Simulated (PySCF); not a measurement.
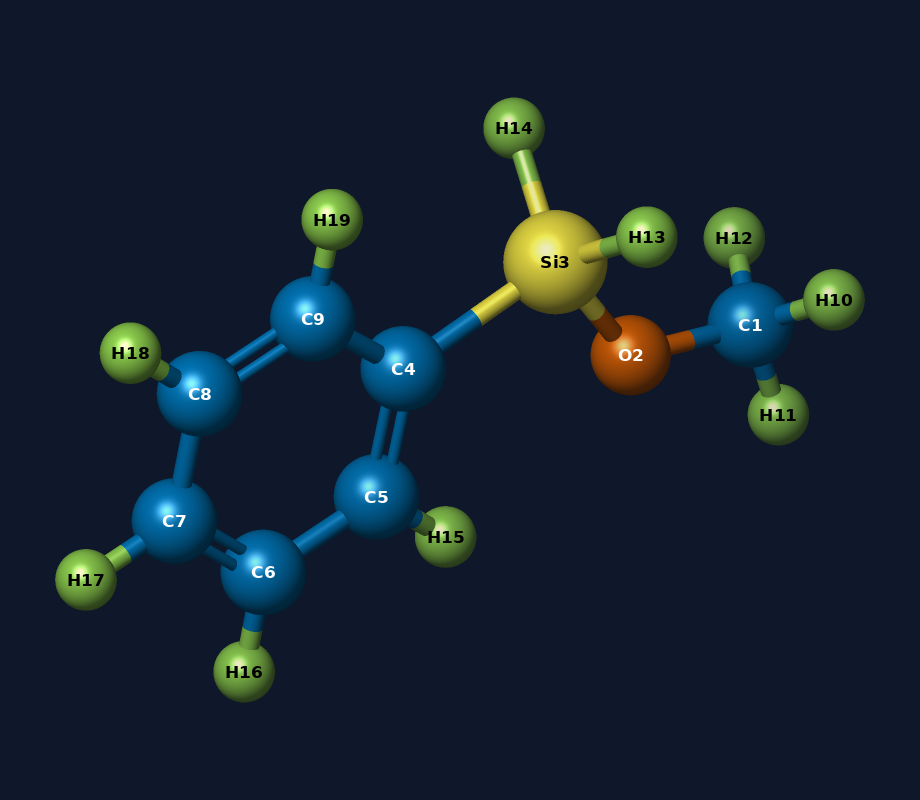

The computed structure is the end point of a GFN2-xTB optimisation. No frequency run is at hand to confirm it as a minimum. Electric field gradients from the ground-state density, PBE0/pcSseg-1 (PySCF 2.14.0), non-relativistic apart from any core potentials.

Give the largest field-gradient component, the quadrupole coupling constant and the asymmetry for 17O at O2 (Q = −25.6 mb), 2H at H10 (Q = 2.86 mb), 2H at H11 (Q = 2.86 mb).

```json
{"atom": "O2", "V_zz (a.u.)": "1.736", "e²qQ/h (MHz)": "−10.44", "η": "0.40"}
{"atom": "H10", "V_zz (a.u.)": "0.297", "e²qQ/h (MHz)": "0.200", "η": "0.08"}
{"atom": "H11", "V_zz (a.u.)": "0.301", "e²qQ/h (MHz)": "0.202", "η": "0.07"}
```

The geometry is semi-empirical. Around Si such bond lengths and angles can be off by a tenth of an ångström or more and by several degrees, and values that hang on the shape move with them.
